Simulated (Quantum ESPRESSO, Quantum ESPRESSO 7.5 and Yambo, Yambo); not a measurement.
**Beyond one shot: SrCl2 (Fm-3m)**

Aim: iterate the self-energy on SrCl2 (Fm-3m) and follow the gap from cycle to cycle.

Main program and level: Quantum ESPRESSO 7.5 and Yambo 5.3.0; PBE and many-body steps on it, plane waves.

## (1) The starting structure

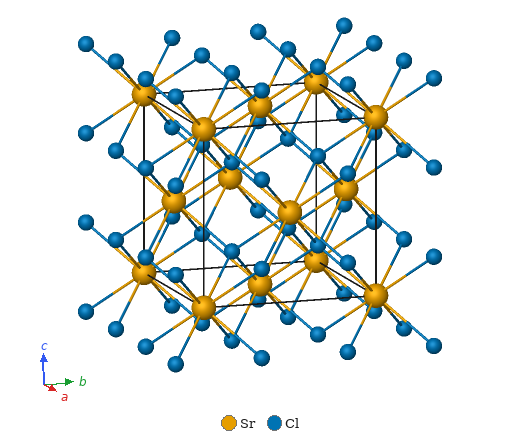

The starting structure, seen slightly off an axis (strontium orange, chlorine blue). This picture shows the conventional cell, with its axes. Some periodic images of atoms are drawn too.

The cell and positions come from the Crystallography Open Database and are kept as given unless a step says otherwise.

## (2) Empty states on the mesh, 4×4×4 mesh, 101 bands

This step: Quantum ESPRESSO 7.5; DFT, PBE, plane waves, norm-conserving pseudopotentials.

The sums over transitions need many empty states on a uniform mesh; this step solves for them.

File pw.in:

```
&control
  calculation = 'nscf'
  prefix = 'x'
  outdir = 'o'
  pseudo_dir = 'pseudo'
/
&system
  ibrav = 0
  nat = 3
  ntyp = 2
  ecutwfc = 56.0
  nbnd = 101
  force_symmorphic = .true.
/
&electrons
  conv_thr = 1e-9
  electron_maxstep = 80
  diago_full_acc = .true.
  diago_thr_init = 5e-6
/
ATOMIC_SPECIES
  Sr 87.62 Sr.upf
  Cl 35.45 Cl.upf
CELL_PARAMETERS angstrom
  -0.0000000000 3.4883500000 3.4883500000
  3.4883500000 -0.0000000000 3.4883500000
  3.4883500000 3.4883500000 -0.0000000000
ATOMIC_POSITIONS crystal
  Sr 0.0000000000 0.0000000000 0.0000000000
  Cl 0.2500000000 0.2500000000 0.2500000000
  Cl 0.7500000000 0.7500000000 0.7500000000
K_POINTS automatic
  4 4 4 0 0 0
```

On the command line:

```
OMP_NUM_THREADS=1 mpirun -n 4 pw.x -nk 4 -in pw.in > pw.out
```

The log of the run:

```text
Program PWSCF v.7.5 starts

     This program is part of the open-source Quantum ESPRESSO suite
     for quantum simulation of materials; please cite
         "P. Giannozzi et al., J. Phys.:Condens. Matter 21 395502 (2009);
         "P. Giannozzi et al., J. Phys.:Condens. Matter 29 465901 (2017);
         "P. Giannozzi et al., J. Chem. Phys. 152 154105 (2020);
     in publications or presentations arising from this work. More details at

     Atomic positions and unit cell read from directory:
     o/x.save/

     Message from routine setup:
[...]
k =-0.3536-0.3536 0.3536 (  4044 PWs)   bands (ev):

[...]
48.4207  48.9866  48.9866  49.6953  49.6953  50.5776  50.7758  51.8281
    52.8246  53.0463  53.0463  53.1435  53.1435  54.4814  54.4814  55.0824
    55.0824  55.4816  56.2224  57.9238  58.3189

          k = 0.3536 0.0000 0.0000 (  4064 PWs)   bands (ev):

     [... further k-points ...]

     highest occupied, lowest unoccupied level (ev):     3.1445    8.4874

     XML data file, pseudopotentials, collected wavefunctions

=------------------------------------------------------------------------------=
   JOB DONE.
=------------------------------------------------------------------------------=
```

Elapsed: 8.3 s, on 4 MPI ranks of Arm Neoverse V1, shared host; peak memory 0.35 GiB; 33 s of CPU time.

Numbers from this step:

```
gap                                                           : 5.343 eV
k of the valence top                                          : 0, -0.5, -0.5
k of the conduction bottom                                    : 0, 0, 0
least direct gap                                              : 5.512 eV
k points computed                                             : 8
lowest point of the top converged band, above the valence top : 52.5111 eV
```

On this mesh the gap is 5.343 eV.

The density comes from a self-consistent run that is not shown.

## (3) Conversion and set-up

This step: Yambo 5.3.0; conversion and set-up on PBE, plane waves, norm-conserving pseudopotentials.

The states are converted to the many-body program's format and the q mesh is built.

On the command line:

```
(cd o/x.save; p2y > p2y.log; mv SAVE ../..); yambo > setup.log
```

The log of the run:

```text
 Yambo, version 5.3.0

 [02] CORE Variables Setup
 =========================

  [02.01] Unit cells
  ==================

  Cell kind             :  FCC
  Atoms in the cell     :  Sr  Cl
  number of Sr atoms    :  1
  number of Cl atoms    :  2

  List of atomic masses
  Mass of Sr    :  87.62000
  Mass of Cl    :  35.45000

  List of atomic coordinates    : [cc]
  Sr1       :  0.000000  0.000000  0.000000  order 1
  Cl1       :  3.296013  3.296013  3.296013  order 2
  Cl2       :  9.888039  9.888039  9.888039  order 3

[...]
==========================================

 IBZ Q-points                                      :   8
 BZ  Q-points                                      :   64

 K/Q-points units:
 rlu = crystal or reduced units; cc = cartesian coordinates; iku = interal k-units

 Q [1]          [rlu]:  0.000000  0.000000  0.000000
 Q [2]          [rlu]: -0.24672E-16 -0.24672E-16  0.25000
 Q [3]          [rlu]:  0.49343E-16  0.49343E-16 -0.50000
[...]
Q [7]          [rlu]:  0.10960E-16 -0.50000     -0.50000
 Q [8]          [rlu]:  0.250000 -0.500000 -0.250000

  [03.01] X indexes
  =================

   [03.01.01] Sigma indexes
   ========================

 [06] Game Over & Game summary
```

Wall time 2.6 s (1 MPI rank); peak memory 0.25 GiB.

## (4) G0W0

G0W0 replaces the xc potential by the self-energy, built once from these orbitals. Only a window of levels is corrected, while the sums run over the empty bands that the input names.

This step: G0W0 on PBE, plane waves, norm-conserving pseudopotentials.

File gw1.in:

```
HF_and_locXC
gw0
dyson
ppa
em1d
rim_cut
RandQpts= 1000000
RandGvec= 1 RL
EXXRLvcs= 56 Ry
VXCRLvcs= 224 Ry
Chimod= "HARTREE"
% BndsRnXp
 1 | 101 |
%
NGsBlkXp= 7 Ry
% LongDrXp
 1 | 1 | 1 |
%
% GbndRnge
 1 | 101 |
%
DysSolver= "n"
ExtendOut
PPAPntXp= 27.21138 eV
% QPkrange
 1 | 8 | 7 | 17 |
%
```

On the command line:

```
OMP_NUM_THREADS=1 mpirun -n 4 yambo -F gw1.in -J gw1 -C gw1 > gw1.log
```

The log of the run:

```text
 Yambo, version 5.3.0

 [02] CORE Variables Setup
 =========================

  [... cell, symmetries and grids as in the set-up ...]

  [02.05] Energies & Occupations
  ==============================

  [X] === General ===
  [X] Electronic Temperature                        :  0.000000  0.000000 [eV K]
  [X] Bosonic    Temperature                        :  0.000000  0.000000 [eV K]
  [X] Finite Temperature mode                       : no
  [X] El. density                                   :  0.28270E+24 [cm-3]
  [X] Fermi Level                                   :  3.144460 [eV]

  [X] === Gaps and Widths ===
  [X] Conduction Band Min                           :  5.342898 [eV]
  [X] Valence Band Max                              :  0.000000 [eV]
  [X] Filled Bands                                  :  12
  [X] Empty Bands                                   :   13  101
  [X] Direct Gap                                    :  5.511898 [eV]
  [X] Direct Gap localized at k                     :   7
  [X] Indirect Gap                                  :  5.342898 [eV]
  [X] Indirect Gap between kpts                     :   7   1
  [X] Last valence band width                       :  1.042953 [eV]
  [X] 1st conduction band width                     :  1.387901 [eV]

 [03] Transferred momenta grid and indexing
 ==========================================

 IBZ Q-points                                      :   8
 BZ  Q-points                                      :   64

 K/Q-points units:
 rlu = crystal or reduced units; cc = cartesian coordinates; iku = interal k-units

 Q [1]          [rlu]:  0.000000  0.000000  0.000000
 Q [2]          [rlu]: -0.24672E-16 -0.24672E-16  0.25000
 Q [3]          [rlu]:  0.49343E-16  0.49343E-16 -0.50000
 Q [4]          [rlu]: -0.54799E-17  0.25000      0.25000
 Q [5]          [rlu]: -0.17850E-16  0.25000      0.50000
 Q [6]          [rlu]:  0.10758E-15  0.25000     -0.25000
 Q [7]          [rlu]:  0.10960E-16 -0.50000     -0.50000
 Q [8]          [rlu]:  0.250000 -0.500000 -0.250000

 [04] Coloumb potential Random Integration (RIM)
 ===============================================

  [04.01] RIM initialization
  ==========================

  * Diagonal components only detected *

  8 x (sBL volume)        :  0.054121 [a.u.]
  sBZ random points       :  1000000
  Points outside the sBZ  :   7996195
  RL volume               :  0.432965 [a.u.]
  Integrated volume       :  0.433171 [a.u.]

  [04.02] RIM integrals
  =====================

  Gamma point sphere radius             :  0.068613 [a.u.]
  Points outside the sphere             :   799659
  [Int_sBZ(q=0) 1/q^2]*(Vol_sBZ)^(-1/3) =:  7.764404
                                 should be <:  7.795600

  Summary of Coulomb integrals for non-metallic bands |Q|[au] RIM/Bare

  Q [1] 0.100000E-4 0.995998 * Q [2] 0.206363 1.065167
  Q [4] 0.238287 1.065194 * Q [6] 0.336989 1.026099
  Q [5] 0.395155 1.019892 * Q [3] 0.412726 1.016551
  Q [7] 0.476575 1.013307 * Q [8] 0.532827 1.010383

 [05] Dipoles
 ============

  [05.01] Setup: observables and procedures
  =========================================

  [WARNING] [x,Vnl] slows the Dipoles computation. To neglect it rename the ns.kb_pp file

 [06] Dynamic Dielectric Matrix (PPA)
 ====================================

 [WR./gw1//ndb.pp]---------------------------------------------------------------
  Brillouin Zone Q/K grids (IBZ/BZ)                :    8   64    8   64
  RL vectors                                       :   4957 [WF]
  Coulomb cutoff potential                         : none
  Electronic Temperature                           :  0.000000 [K]
  Bosonic    Temperature                           :  0.000000 [K]
  PPA    diel. fun.  energies                      : Perdew, Burke & Ernzerhof(X)+Perdew, Burke & Ernzerhof(C)
  wavefunctions                                    : Perdew, Burke & Ernzerhof(X)+Perdew, Burke & Ernzerhof(C)
  Global Gauge                                     : length
  X matrix size                                    :  181
[...]
X e/h energy range                               : -1.000000 -1.000000 [eV]
  X Time ordering                                  : R
  X Hxc Kernel                                     : HARTREE
  X Drude frequency                                :  0.000000  0.000000
  X poles                                          :  100.0000 [o/o]
  RL vectors in the sum                            :   4957
  [r,Vnl] included                                 : yes
  Field direction                                  :  0.577350E-5  0.577350E-5  0.577350E-5
  BZ energy Double Grid                            : no
  BZ energy DbGd points                            : 0
  BZ Q point size factor                           : -1.000000
  X Optical Averaged directions                    : none

 [07] Local Exchange-Correlation + Non-Local Fock
 ================================================

 [VXC] Plane waves :   32455
 [EXS] Plane waves :   4111

 QP @ state[ 1 ] K range:   1   8
 QP @ state[ 1 ] b range:   7  17

 [xc] Functional : Perdew, Burke & Ernzerhof(X)+Perdew, Burke & Ernzerhof(C)
 [xc] LIBXC used to calculate xc functional
  PP Number of Atomic Species                      :  2
  NLCC RL compoments                               :   32455
  PP Number of Atomic Species                      :  2
  NLCC RL compoments                               :   32455

 [xc] E_xc :  -10.28969 [Ha]
      E_xc :  -20.57939 [Ry]

  Local XC kind (lXC) : Perdew, Burke & Ernzerhof(X)+Perdew, Burke & Ernzerhof(C)
  Non-Local XC kind (nlXC) : Hartree-Fock

  Corrections @ K [1] :  [eV]
 <7|nlXC|7> = -17.90257 -0.82665E-19 <7|lXC|7> = -13.07439  0.94408E-16
 <8|nlXC|8> = -17.90258  0.35069E-17 <8|lXC|8> = -13.07439 -0.18882E-15
 <9|nlXC|9> = -17.90260 -0.25233E-17 <9|lXC|9> = -13.07439 -0.94408E-16
 <10|nlXC|10> = -18.76878  0.14714E-17 <10|lXC|10> = -14.46865  0.14161E-15
 <11|nlXC|11> = -18.76870 -0.31545E-17 <11|lXC|11> = -14.46865 -0.94408E-16
 <12|nlXC|12> = -18.76883  0.71201E-18 <12|lXC|12> = -14.46865 -0.18882E-15
[...]
Corrections @ K [2] :  [eV]
[...]
Corrections @ K [3] :  [eV]
[...]
Corrections @ K [4] :  [eV]
[...]
Corrections @ K [5] :  [eV]
[...]
[... 2 further k-points ...]
  Corrections @ K [8] :  [eV]
[...]
<15|nlXC|15> = -5.581936 -0.11497E-18 <15|lXC|15> = -10.86787  0.94409E-16
 <16|nlXC|16> = -5.581985  0.64300E-18 <16|lXC|16> = -10.86787 -0.83308E-20
 <17|nlXC|17> = -6.419357 -0.59179E-18 <17|lXC|17> = -12.22572 -0.47200E-16

  [07.01] Hartree-Fock occupations report
  =======================================

  [Hartree-Fock] === General ===
  [Hartree-Fock] Electronic Temperature             :  0.000000  0.000000 [eV K]
  [Hartree-Fock] Bosonic    Temperature             :  0.000000  0.000000 [eV K]
  [Hartree-Fock] Finite Temperature mode            : no
  [Hartree-Fock] El. density                        :  0.28270E+24 [cm-3]
  [Hartree-Fock] Fermi Level                        :  3.144460 [eV]

  [Hartree-Fock] === Gaps and Widths ===
  [Hartree-Fock] Conduction Band Min                :  9.255102 [eV]
  [Hartree-Fock] Valence Band Max                   : -4.190183 [eV]
  [Hartree-Fock] Filled Bands                       :  12
  [Hartree-Fock] Empty Bands                        :   13  101
  [Hartree-Fock] Direct Gap                         :  13.88938 [eV]
  [Hartree-Fock] Direct Gap localized at k          :  1
  [Hartree-Fock] Indirect Gap                       :  13.44529 [eV]
  [Hartree-Fock] Indirect Gap between kpts          :   7   1
  [Hartree-Fock] Last valence band width            :  1.393280 [eV]
  [Hartree-Fock] 1st conduction band width          :  2.678860 [eV]

 [08] Dyson equation: Newton solver
 ==================================

  [08.01] G0W0 (W PPA)
  ====================

  [  GW  ] Bands range     :    1  101
  [GW/PPA] G damping       :  0.100000 [eV]

  QP @ state[ 1 ] K range:   1   8
  QP @ state[ 1 ] b range:   7  17

   Sc/G bands                                       :    1  101
   Sc/G damping                                     :  0.100000 ev
   Sc bands terminator                              : no
   Sx RL components                                 :   4111

   QP @ state[ 1 ] K range                          :   1   8
   QP @ state[ 1 ] b range                          :   7  17
   GF energies kind                                 : Perdew, Burke & Ernzerhof(X)+Perdew, Burke & Ernzerhof(C)
   GF WF`s kind                                     : Perdew, Burke & Ernzerhof(X)+Perdew, Burke & Ernzerhof(C)
   Xs energies kind                                 : Perdew, Burke & Ernzerhof(X)+Perdew, Burke & Ernzerhof(C)
   Xs WF`s kind                                     : Perdew, Burke & Ernzerhof(X)+Perdew, Burke & Ernzerhof(C)

 [11] Game Over & Game summary
```

Run time: 4.7 min. Hardware: 4 MPI ranks; peak memory 1.8 GiB.

This step gave:

| Property | Result |
| --- | --- |
| G0W0 gap on the mesh | 7.474 eV |
| starting gap on the mesh | 5.343 eV |
| k of the valence top | 0, -0.5, -0.5 |
| k of the conduction bottom | 0, 0, 0 |
| least direct G0W0 gap on the computed points | 7.867 eV |
| Z at the valence top | 0.8151 |
| Z at the conduction bottom | 0.8657 |

The gap on the mesh goes from 5.34 eV to 7.47 eV, a correction of +2.13 eV.

## (5) evGW0, cycle 1

This step: evGW0 on PBE, plane waves, norm-conserving pseudopotentials.

gw2.in, as its differences from gw1.in of step 4:

```diff
@@ -27 +27,2 @@
 %
+GfnQPdb= "E < ./gw1/ndb.QP"
```

On the command line:

```
OMP_NUM_THREADS=1 mpirun -n 4 yambo -F gw2.in -J gw2,gw1_W -C gw2 > gw2.log
```

The log of the run:

```text
 Yambo, version 5.3.0

 [02] CORE Variables Setup
 =========================

  [... cell, symmetries and grids as in the set-up ...]

  [02.05] Energies & Occupations
  ==============================

  [X] === General ===
  [X] Electronic Temperature                        :  0.000000  0.000000 [eV K]
  [X] Bosonic    Temperature                        :  0.000000  0.000000 [eV K]
  [X] Finite Temperature mode                       : no
  [X] El. density                                   :  0.28270E+24 [cm-3]
  [X] Fermi Level                                   :  3.144460 [eV]

  [X] === Gaps and Widths ===
  [X] Conduction Band Min                           :  5.342898 [eV]
  [X] Valence Band Max                              :  0.000000 [eV]
  [X] Filled Bands                                  :  12
  [X] Empty Bands                                   :   13  101
  [X] Direct Gap                                    :  5.511898 [eV]
  [X] Direct Gap localized at k                     :   7
  [X] Indirect Gap                                  :  5.342898 [eV]
  [X] Indirect Gap between kpts                     :   7   1
  [X] Last valence band width                       :  1.042953 [eV]
  [X] 1st conduction band width                     :  1.387901 [eV]

 [03] Transferred momenta grid and indexing
 ==========================================

 IBZ Q-points                                      :   8
 BZ  Q-points                                      :   64

 K/Q-points units:
 rlu = crystal or reduced units; cc = cartesian coordinates; iku = interal k-units

 Q [1]          [rlu]:  0.000000  0.000000  0.000000
 Q [2]          [rlu]: -0.24672E-16 -0.24672E-16  0.25000
 Q [3]          [rlu]:  0.49343E-16  0.49343E-16 -0.50000
[...]
[G+QP] Direct Gap localized at k                  :  1
  [G+QP] Indirect Gap                               :  7.473959 [eV]
  [G+QP] Indirect Gap between kpts                  :   7   1
  [G+QP] Last valence band width                    :  1.208809 [eV]
  [G+QP] 1st conduction band width                  :  2.254793 [eV]

  [coarse-grid] Minimum Bare Gap        [ev]:  5.342898
  [coarse-grid] Minimum Gap Correction  [ev]:  2.131060

  Eqp @ K [1]
  -37.74420 -17.03883 -17.03883 -17.03883 -15.28562 -14.31150  -2.41095  -2.41065
   -2.41039  -0.39305  -0.39352  -0.39294   7.47396   9.01258   9.01220  11.52887
   11.52898  12.21370  12.63958  12.63958  12.63958  17.74035  17.74035  17.76291
  Eqp @ K [2]
[...]
Eqp @ K [3]
[...]
Eqp @ K [4]
[...]
Eqp @ K [5]
[...]
[... 2 further k-points ...]
  Eqp @ K [8]
[...]
-1.39149  -1.39115  -0.33224  -0.12036   8.84193  10.00478  10.33514  10.33509
   11.57749  12.80108  14.18385  14.51714  14.51714  15.39311  15.39311  17.90691

 [07] Dipoles
 ============

  [07.01] Setup: observables and procedures
  =========================================

 [08] Dynamic Dielectric Matrix (PPA)
 ====================================

   Sc/G bands                                       :    1  101
   Sc/G damping                                     :  0.100000 ev
   Sc bands terminator                              : no
   Sx RL components                                 :   4111

   QP @ state[ 1 ] K range                          :   1   8
   QP @ state[ 1 ] b range                          :   7  17
   GF energies kind                                 : Perdew, Burke & Ernzerhof(X)+Perdew, Burke & Ernzerhof(C)+ E < ./gw1/ndb.QP + @E Fit
   GF WF`s kind                                     : Perdew, Burke & Ernzerhof(X)+Perdew, Burke & Ernzerhof(C)
   Xs energies kind                                 : Perdew, Burke & Ernzerhof(X)+Perdew, Burke & Ernzerhof(C)
   Xs WF`s kind                                     : Perdew, Burke & Ernzerhof(X)+Perdew, Burke & Ernzerhof(C)

 [13] Game Over & Game summary
```

The job ended after 4.1 min (4 MPI ranks; peak memory 1.8 GiB).

Numbers from this step:

```yaml
quasiparticle_gap_on_the_mesh: 7.709 eV
gap_of_the_density_functional_on_the_mesh: 5.343 eV
k_of_the_valence_top: 0, -0.5, -0.5
k_of_the_conduction_bottom: 0, 0, 0
least_direct_quasiparticle_gap_on_the_computed_points: 8.112 eV
z_at_the_valence_top: 0.8229
z_at_the_conduction_bottom: 0.8868
```

Against G0W0 in Yambo (4×4×4 mesh, 101 bands, screening to 95.2 eV, Godby-Needs plasmon pole), the gap moves by +0.235 eV.

The program's own table gives 7.951 eV, which is too large where the input levels are shifted: this version takes Σc at the unshifted level E₀, yet steps from the shifted one. The value above is the Newton step from E₀, E₀ + Z(Σc + Σx − Vxc), rebuilt from the printed columns.

(Continued in part 2 of 2.)

[Paths, hosts, dates, memory and timing lines, banners, echoed tables and standing remarks are left out of the program output.]

[Logs are printed without paths, hosts, clocks, repeated set-up lines and the standing remarks that a program may print on its own settings, such as how far it seeks lower states.]

[Runs of the session that timed out or met a known fault of the program may be left out.]

[Hosts, paths, dates, database ids (printed as entryN), source tags and the programs' standing remarks are cut or masked in the printed files.]
